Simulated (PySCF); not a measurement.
**Run report: ZnH2F2 (charge +2), geometry relaxation**

System: ZnH2F2, charge +2.
Method: PBE0-D3(BJ)/def2-SVPD geometry optimisation, gas phase (PySCF 2.14.0).

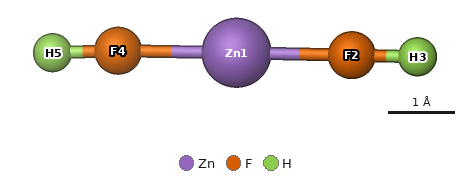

**Figure 1.** The starting structure (ball-and-stick view, seen on its broad side; atoms are numbered from 1 in the order of the input). Sticks mark near contacts.

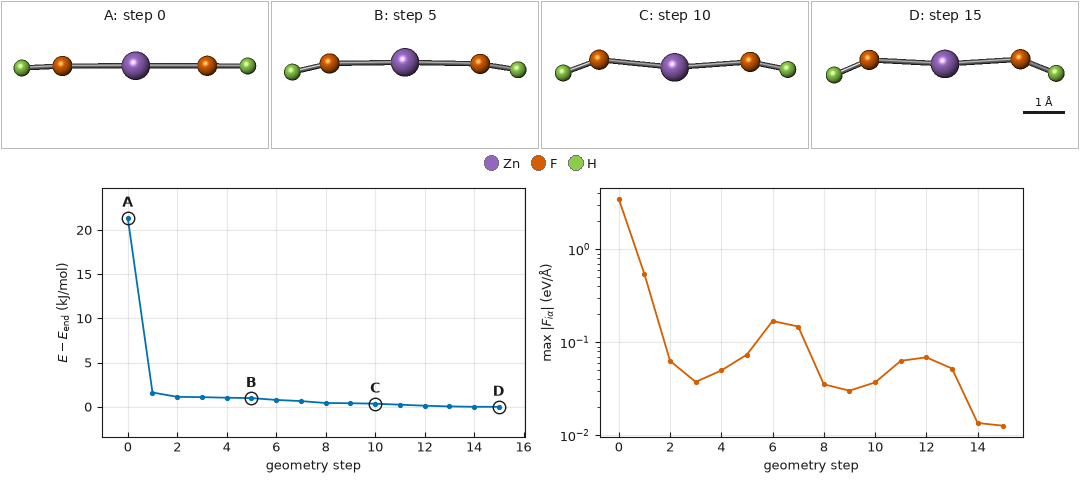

**Figure 2.** Frames of the relaxation (ball-and-stick view, seen at a tilt) above the curves, on which the letters mark them (steps are counted from 0).

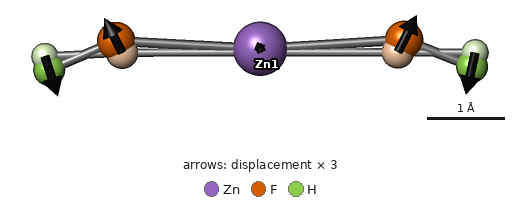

**Figure 3.** Start (faint) and end (solid) with the displacements as black arrows, magnified 3 times (ball-and-stick view, seen at a tilt). The two geometries are laid on each other by the best rigid fit. After 15 geometry steps the energy has fallen by 21.4 kJ/mol. Largest force component: 3.5 eV/Å at the start, 0.013 eV/Å at the end. The largest moves after the best rigid fit, 0.19 Å, are those of H3 and H5. Largest moves by element: H 0.19 Å, F 0.18 Å, Zn 0.05 Å. Distances before and after: Zn1–F2 1.777 → 1.883 Å, Zn1–F4 1.825 → 1.884 Å, F2–H3 1.010 → 0.954 Å. Among the angles that change: Zn1–F2–H3 179.4° → 154.8°, Zn1–F4–H5 177.3° → 153.5°, F2–Zn1–F4 179.5° → 173.4°. (Atoms are counted from 1 in the order of the input.)

The input and output of the run follow.

The input
```
{"job": {"xc": "PBE0", "basis": "def2-SVPD", "d3": "d3bj", "grid": 2, "kind": "geom", "shake": 0.01}, "charge": 2, "multiplicity": 1, "parts": [{"atoms": "0-0", "charge": 2, "multiplicity": 1}, {"atoms": "1-2", "charge": 0, "multiplicity": 1}, {"atoms": "3-4", "charge": 0, "multiplicity": 1}]}
Zn     0.249438    -0.367835    -0.557768
F      0.496256    -2.124293    -0.661100
H      0.634676    -3.121997    -0.729337
F     -0.008094     1.436803    -0.466161
H     -0.197783     2.428341    -0.418245
```

The first line tells a small driver script what to run in PySCF; the rest is the geometry in Å.

Launched with:
```bash
OMP_NUM_THREADS=1 python <driver script> task.json out
```

Output
```
step   0  E = -1978.65281088  max force = 0.068087
step   1  E = -1978.66033896  max force = 0.010608
step   2  E = -1978.66052509  max force = 0.001231
step   3  E = -1978.66053901  max force = 0.000732
step   4  E = -1978.66056422  max force = 0.000969
step   5  E = -1978.66057969  max force = 0.001440
step   6  E = -1978.66065868  max force = 0.003306
step   7  E = -1978.66070810  max force = 0.002883
step   8  E = -1978.66079154  max force = 0.000688
step   9  E = -1978.66080027  max force = 0.000589
step  10  E = -1978.66082043  max force = 0.000722
step  11  E = -1978.66086342  max force = 0.001233
step  12  E = -1978.66090807  max force = 0.001344
step  13  E = -1978.66093845  max force = 0.001019
step  14  E = -1978.66095416  max force = 0.000264
step  15  E = -1978.66095610  max force = 0.000246
optimisation converged
```

Trajectory as extended XYZ (Å, eV, eV/Å), 16 frames, from step=0 to step=15
```
5
Properties=species:S:1:pos:R:3:forces:R:3 step=0 energy=-53841.88544
Zn    0.2494   -0.3678   -0.5578   -0.1328   0.9245   0.0563
F     0.4963   -2.1243   -0.6611    0.4811  -3.5012  -0.2326
H     0.6347   -3.1220   -0.7293   -0.2690   1.9505   0.1340
F    -0.0081    1.4368   -0.4662   -0.4674   2.6692   0.1405
H    -0.1978    2.4283   -0.4183    0.3880  -2.0431  -0.0982
5
Properties=species:S:1:pos:R:3:forces:R:3 step=1 energy=-53842.09029
Zn    0.3562   -0.3287   -0.5396   -0.0272  -0.1108  -0.0144
F     0.5530   -2.2018   -0.6606    0.0185   0.5455   0.0466
H     0.5413   -3.1423   -0.7466   -0.0130  -0.4281  -0.0408
F     0.0256    1.5197   -0.4532    0.2089  -0.4729  -0.0014
H    -0.3017    2.4041   -0.4325   -0.1872   0.4663   0.0099
5
Properties=species:S:1:pos:R:3:forces:R:3 step=2 energy=-53842.09535
Zn    0.3544   -0.3307   -0.5403   -0.0332  -0.0633  -0.0116
F     0.5540   -2.1992   -0.6624    0.0166   0.0520   0.0024
H     0.5421   -3.1492   -0.7498   -0.0074   0.0264   0.0008
F     0.0279    1.5177   -0.4509    0.0236   0.0280   0.0106
H    -0.3040    2.4124   -0.4292    0.0004  -0.0431  -0.0022
5
Properties=species:S:1:pos:R:3:forces:R:3 step=3 energy=-53842.09573
Zn    0.3518   -0.3319   -0.5410   -0.0346  -0.0376  -0.0096
F     0.5543   -2.1969   -0.6644    0.0196   0.0282   0.0009
H     0.5424   -3.1468   -0.7523   -0.0074   0.0147  -0.0001
F     0.0294    1.5164   -0.4486    0.0289   0.0192   0.0107
H    -0.3035    2.4102   -0.4261   -0.0066  -0.0245  -0.0019
5
Properties=species:S:1:pos:R:3:forces:R:3 step=4 energy=-53842.09642
Zn    0.3408   -0.3356   -0.5441   -0.0397   0.0372  -0.0037
F     0.5557   -2.1907   -0.6735    0.0284  -0.0499  -0.0044
H     0.5436   -3.1401   -0.7638   -0.0075  -0.0058  -0.0018
F     0.0359    1.5130   -0.4384    0.0382   0.0109   0.0114
H    -0.3015    2.4044   -0.4128   -0.0195   0.0075  -0.0014
5
Properties=species:S:1:pos:R:3:forces:R:3 step=5 energy=-53842.09684
Zn    0.3321   -0.3373   -0.5464   -0.0412   0.0612  -0.0014
F     0.5565   -2.1885   -0.6811    0.0312  -0.0740  -0.0062
H     0.5440   -3.1377   -0.7732   -0.0081  -0.0118  -0.0024
F     0.0416    1.5125   -0.4300    0.0422   0.0076   0.0116
H    -0.2998    2.4021   -0.4020   -0.0241   0.0170  -0.0015
5
Properties=species:S:1:pos:R:3:forces:R:3 step=6 energy=-53842.09899
Zn    0.2725   -0.3457   -0.5619   -0.0473   0.1498   0.0108
F     0.5609   -2.1759   -0.7341    0.0505  -0.1700  -0.0130
H     0.5427   -3.1233   -0.8400   -0.0119  -0.0341  -0.0049
F     0.0850    1.5099   -0.3702    0.0505  -0.0003   0.0079
H    -0.2867    2.3860   -0.3265   -0.0417   0.0546  -0.0007
5
Properties=species:S:1:pos:R:3:forces:R:3 step=7 energy=-53842.10033
Zn    0.2426   -0.3471   -0.5693   -0.0405   0.1256   0.0113
F     0.5640   -2.1721   -0.7603    0.0547  -0.1482  -0.0111
H     0.5409   -3.1185   -0.8731   -0.0146  -0.0359  -0.0053
F     0.1082    1.5104   -0.3402    0.0386   0.0093   0.0057
H    -0.2814    2.3784   -0.2897   -0.0381   0.0493  -0.0005
5
Properties=species:S:1:pos:R:3:forces:R:3 step=8 energy=-53842.10260
Zn    0.1987   -0.3452   -0.5795   -0.0043  -0.0038   0.0010
F     0.5755   -2.1714   -0.7982    0.0354  -0.0093   0.0028
H     0.5395   -3.1163   -0.9214   -0.0226  -0.0094  -0.0029
F     0.1421    1.5155   -0.2960    0.0026   0.0143   0.0008
H    -0.2813    2.3684   -0.2376   -0.0110   0.0081  -0.0017
5
Properties=species:S:1:pos:R:3:forces:R:3 step=9 energy=-53842.10284
Zn    0.1993   -0.3446   -0.5793    0.0012  -0.0171   0.0000
F     0.5806   -2.1727   -0.7989    0.0303   0.0112   0.0052
H     0.5382   -3.1174   -0.9231   -0.0233   0.0020  -0.0014
F     0.1427    1.5177   -0.2943   -0.0045   0.0086  -0.0014
H    -0.2863    2.3681   -0.2370   -0.0037  -0.0047  -0.0023
5
Properties=species:S:1:pos:R:3:forces:R:3 step=10 energy=-53842.10339
Zn    0.2085   -0.3437   -0.5770    0.0070  -0.0259  -0.0003
F     0.5970   -2.1749   -0.7952    0.0231   0.0371   0.0083
H     0.5332   -3.1185   -0.9211   -0.0231   0.0200   0.0010
F     0.1394    1.5220   -0.2960   -0.0152  -0.0075  -0.0061
H    -0.3037    2.3661   -0.2433    0.0083  -0.0237  -0.0030
5
Properties=species:S:1:pos:R:3:forces:R:3 step=11 energy=-53842.10456
Zn    0.2353   -0.3422   -0.5705    0.0112  -0.0227   0.0007
F     0.6393   -2.1767   -0.7826    0.0090   0.0634   0.0106
H     0.5200   -3.1150   -0.9116   -0.0177   0.0425   0.0046
F     0.1280    1.5289   -0.3040   -0.0292  -0.0399  -0.0137
H    -0.3481    2.3561   -0.2639    0.0266  -0.0434  -0.0022
5
Properties=species:S:1:pos:R:3:forces:R:3 step=12 energy=-53842.10577
Zn    0.2793   -0.3403   -0.5599    0.0072   0.0012   0.0023
F     0.6983   -2.1764   -0.7582   -0.0158   0.0666   0.0078
H     0.5011   -3.1015   -0.8895    0.0000   0.0470   0.0069
F     0.1057    1.5326   -0.3232   -0.0284  -0.0691  -0.0175
H    -0.4099    2.3367   -0.3018    0.0370  -0.0458   0.0005
5
Properties=species:S:1:pos:R:3:forces:R:3 step=13 energy=-53842.10660
Zn    0.2926   -0.3398   -0.5567   -0.0033   0.0116   0.0018
F     0.7060   -2.1738   -0.7475   -0.0069   0.0370   0.0043
H     0.4983   -3.0965   -0.8772    0.0005   0.0288   0.0046
F     0.0964    1.5287   -0.3343   -0.0116  -0.0524  -0.0116
H    -0.4189    2.3324   -0.3170    0.0213  -0.0250   0.0008
5
Properties=species:S:1:pos:R:3:forces:R:3 step=14 energy=-53842.10703
Zn    0.2854   -0.3408   -0.5585   -0.0054   0.0115   0.0019
F     0.7083   -2.1655   -0.7502    0.0103  -0.0136  -0.0006
H     0.4976   -3.0869   -0.8804   -0.0012  -0.0049   0.0005
F     0.0997    1.5210   -0.3312   -0.0078  -0.0054  -0.0047
H    -0.4165    2.3233   -0.3124    0.0041   0.0124   0.0030
5
Properties=species:S:1:pos:R:3:forces:R:3 step=15 energy=-53842.10708
Zn    0.2921   -0.3402   -0.5568   -0.0102   0.0054   0.0001
F     0.7053   -2.1681   -0.7423    0.0127  -0.0061   0.0004
H     0.5000   -3.0911   -0.8698   -0.0041  -0.0022   0.0006
F     0.0922    1.5212   -0.3409    0.0004  -0.0031  -0.0026
H    -0.4151    2.3292   -0.3229    0.0012   0.0059   0.0015
```

Key numbers

| quantity | value |
| --- | --- |
| outcome | converged |
| total energy | −1978.660956 hartree |
| point group | C2v |
| hardware | 1 CPU thread, shared host |
| wall time | 46 s |
| peak memory | 0.41 GiB |
